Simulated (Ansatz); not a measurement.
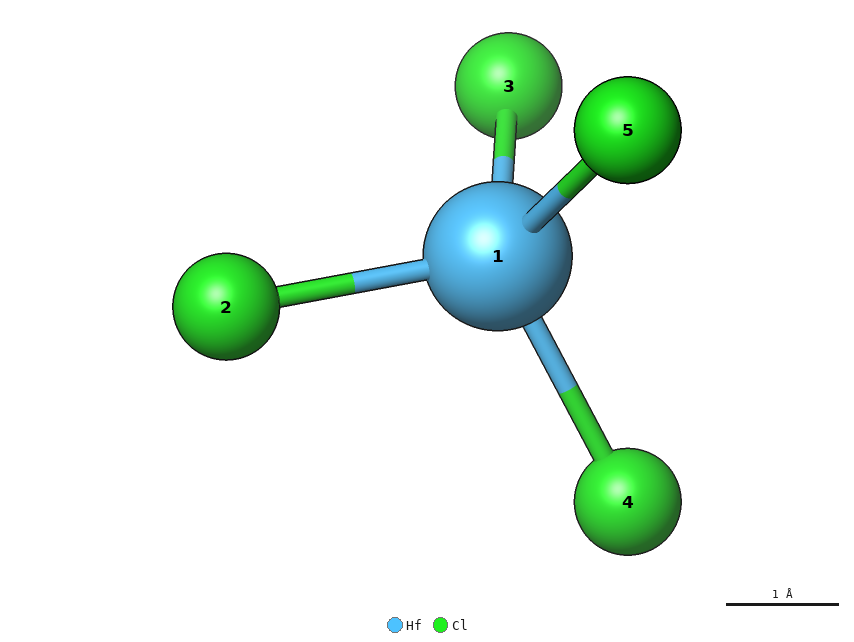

(Drawn from a calculation with Ansatz.)

Orthographic view with a scale bar. State: neutral, quintet. Geometry: a fixed input geometry, not necessarily a minimum. Other spin states may lie lower.

Write Cartesian coordinates in Å in the frame of the picture: x to the right, y up, z towards the viewer, origin at the mean of the atomic positions.

```xyz
5
HfCl4
Hf   0.00   0.00   0.00
Cl  -2.43  -0.45   0.61
Cl   0.10   1.52  -2.04
Cl   1.17  -2.20  -0.53
Cl   1.17   1.13   1.96
```
